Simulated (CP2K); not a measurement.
Consider nitrate at its PBE geometry (Å).

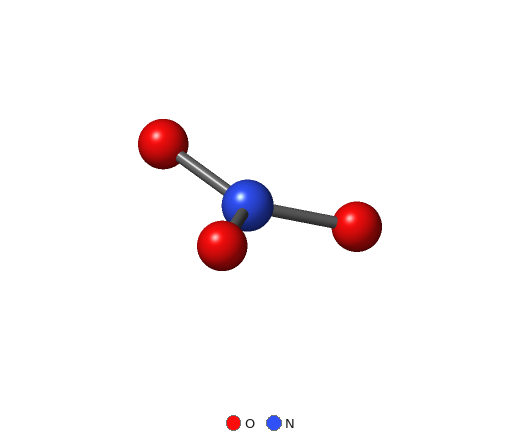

The molecule (oxygen red, nitrogen blue).

```xyz
4

O     1.1342   -0.5865   -0.0921
N     0.0016   -0.0027    0.0001
O    -0.0601    1.2713    0.0001
O    -1.0757   -0.6822    0.0919
```

Method: CP2K XAS_TDP, all-electron GAPW, PBEh(45%), aug-cc-pVTZ, TDA, GW2X-corrected core level, no relativity.

Question: Where do the N K-edge lines lie, and how strong are they?

Leading lines: N2 403.29 eV. The leading line of an atom is its first one with 35 % of the strongest within 2.5 eV of its lowest line over the strength cut. Core ionisation energies at this level: N2 405.78 eV.

The first six lines of each atom with a strength over 0.0015:

```csv
atom,energy (eV),states,"strength, one atom",above the computed threshold
N2 (bonded to 3 O),403.29,1,0.0771,
,409.70,2,0.0052,yes
,411.31,1,0.0199,yes
,411.33,1,0.0191,yes
,413.66,2,0.0604,yes
,413.94,1,0.0346,yes
```

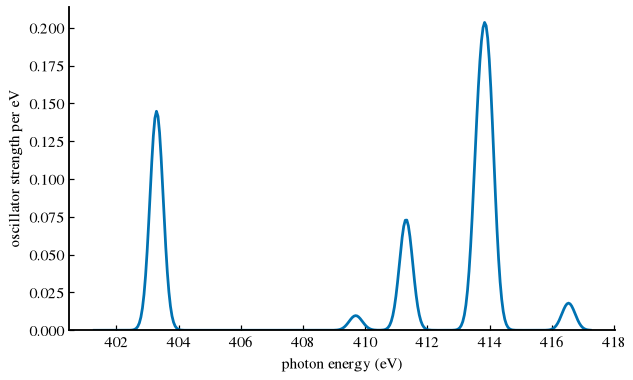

All atoms added, broadened by 0.5 eV.

Lines are vertical, at one geometry, with no vibrational structure. GW2X ionisation energies and lines can be off by 1 to 2 eV either way, and a good line position may hide errors that cancel. These values hold no scalar relativity, about 0.2 eV for N 1s. Rydberg lines, and the discretised continuum above threshold, depend on the basis and the box. The ion (charge -1) is isolated, with no counter-ion or solvent. In an isolated anion many lines lie above the ionisation threshold and are held only by the finite basis.

[Banner, clock and machine lines of the logs are left out without a mark of their own.]

[Logs are printed without paths, hosts, clocks, repeated set-up lines and the standing remarks that a program may print on its own settings, such as how far it seeks lower states.]

[Hosts, paths, dates, database ids (printed as entryN), source tags and the programs' standing remarks are cut or masked in the printed files.]
